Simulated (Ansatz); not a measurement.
**F2H2Si (SMILES F[SiH2]F): HF/aug-cc-pVDZ**

What is the vertical ionisation energy of F2H2Si at HF/aug-cc-pVDZ? 

The results are computed with Ansatz 0.2.0.

## (1) The structure to begin with

F2H2Si has 5 atoms, charge 0, and is taken as a singlet. SMILES: `F[SiH2]F`. The shape is that of a PBE0-D4/def2-TZVP optimisation.

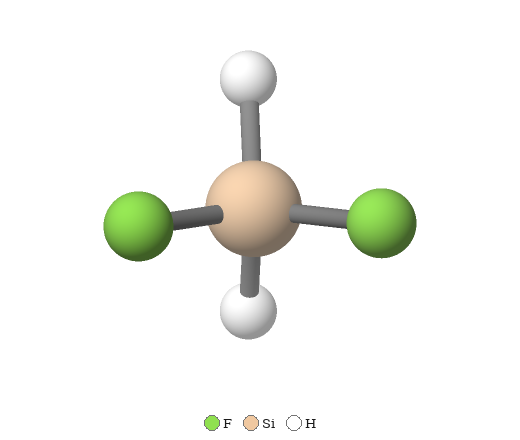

Viewed from a chosen angle; fluorine green, silicon light orange, hydrogen white.

## (2) A single-point energy at HF/aug-cc-pVDZ

job.yaml reads:

```yaml
crystal:
  periodic: [false, false, false]
  atoms:
    - {symbol: F, position_ang: [-1.079010, 0.538200, 0.980720]}
    - {symbol: Si, position_ang: [-0.005220, -0.000540, -0.054090]}
    - {symbol: F, position_ang: [1.247630, -0.520590, 0.766910]}
    - {symbol: H, position_ang: [-0.590470, -1.138740, -0.786300]}
    - {symbol: H, position_ang: [0.427070, 1.121680, -0.907250]}
basis:
  gaussian:
    orbitals: aug-cc-pVDZ
hamiltonian:
  xc: hf
accuracy: high
output: {orbitals: {seedname: orbitals}}
```

Command:

```console
ansatz run job.yaml --threads 1 --pin off --max-ram 3480MiB --events-out events.jsonl --progress --plain --runs-dir runs
```

Log:

```text
Warning: RAYON_NUM_THREADS=1 ignored (pool sized by the plan → 1); use --threads N
Functional definition: HF
  name "HF"
  exchange = exact_x
  correlation = 0
1837 factors; integrals over basis functions are off by at most 3.7e-9 eV
mean field evaluation 1: about -13307.4456 eV, gradient 3.4e1 eV
mean field evaluation 2: about -13307.4738 eV, gradient 3.4e1 eV
mean field evaluation 4: about -13309.5490 eV, gradient 1.8e0 eV
mean field evaluation 8: about -13309.5634 eV, gradient 1.9e-4 eV
mean field -13309.56337968 eV, -489.1174326571 hartree, gradient 1.3e-8 eV, S^2 0.000000; 0 other end points of the search recorded, 0 dependent functions left out
reference -13309.56337968 eV, -489.1174326571 hartree; 17, 17 occupied and 74, 74 virtual orbitals, 1837 factors
Total energy: -13309.56337968 eV, -489.1174326571 hartree
```

Wall time 1.5 s (1 thread of Intel Xeon 6975P-C (Granite Rapids), shared host); peak memory 0.24 GiB.

## (3) The doublet cation at the same level

molecule.yaml reads:

```yaml
basis:
  gaussian: {orbitals: aug-cc-pVDZ}
crystal:
  periodic: [false, false, false]
  atoms:
    - symbol: F
      position_ang: [-1.079010, 0.538200, 0.980720]
    - symbol: Si
      position_ang: [-0.005220, -0.000540, -0.054090]
    - symbol: F
      position_ang: [1.247630, -0.520590, 0.766910]
    - symbol: H
      position_ang: [-0.590470, -1.138740, -0.786300]
    - symbol: H
      position_ang: [0.427070, 1.121680, -0.907250]
total_charge: 1
magnetization: {spin_polarized: true, initial_magnetization: 1}
hamiltonian: {xc: hf}
accuracy: high
output: {orbitals: {seedname: orbitals}}
```

Command:

```console
ansatz run molecule.yaml --threads 1 --pin off --max-ram 3480MiB --events-out events.jsonl --progress --plain --runs-dir runs
```

Log:

```text
Warning: RAYON_NUM_THREADS=1 ignored (pool sized by the plan → 1); use --threads N
Functional definition: HF
  name "HF"
  exchange = exact_x
  correlation = 0
1837 factors; integrals over basis functions are off by at most 3.7e-9 eV
mean field evaluation 1: about -13288.7747 eV, gradient 4.7e1 eV
mean field evaluation 2: about -13288.8019 eV, gradient 4.7e1 eV
mean field evaluation 4: about -13296.7639 eV, gradient 2.8e0 eV
mean field evaluation 8: about -13296.8954 eV, gradient 1.7e-1 eV
mean field evaluation 16: about -13296.8963 eV, gradient 2.8e-8 eV
mean field evaluation 32: about -13294.2932 eV, gradient 8.6e0 eV
mean field evaluation 64: about -13294.1014 eV, gradient 4.3e0 eV
mean field -13296.89625703 eV, -488.6519244860 hartree, gradient 2.8e-8 eV, S^2 0.801836; 0 other end points of the search recorded, 0 dependent functions left out
reference -13296.89625703 eV, -488.6519244860 hartree; 17, 16 occupied and 74, 75 virtual orbitals, 1837 factors
Total energy: -13296.89625703 eV, -488.6519244860 hartree
```

Run time: 2.9 s. Hardware: 1 thread of Intel Xeon 6975P-C (Granite Rapids), shared host; peak memory 0.37 GiB.

## (4) What came out

Level: HF/aug-cc-pVDZ.

```
                                          quantity          value
                      singlet F2H2Si: total energy  -489.11743 Eh
                       singlet F2H2Si: HOMO energy      -13.61 eV
                       singlet F2H2Si: LUMO energy        1.20 eV
                     singlet F2H2Si: HOMO–LUMO gap       14.81 eV
                      doublet cation: total energy  -488.65192 Eh
doublet cation: HOMO energy (highest over α and β)      -22.35 eV
 doublet cation: LUMO energy (lowest over α and β)      -11.74 eV
                              doublet cation: ⟨S²⟩          0.802
vertical ionisation energy (to the doublet cation)      12.667 eV
```

**Reading.** Removing an electron at fixed nuclei costs 12.67 eV (292 kcal/mol). −ε(HOMO) before ionisation, 13.61 eV, is 0.94 eV above this ionisation energy.
